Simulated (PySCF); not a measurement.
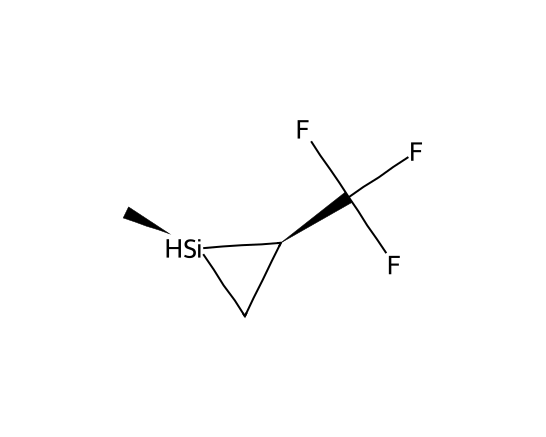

Figure made from data computed with PySCF.

### Transcribe the drawing into SMILES.

C[Si@@H]1C[C@@H]1C(F)(F)F

### What is the molecular formula?

C4H7F3Si.

### An optimisation with PBE0-D3(BJ)/def2-SVP gave a structure of which point group?

C1.
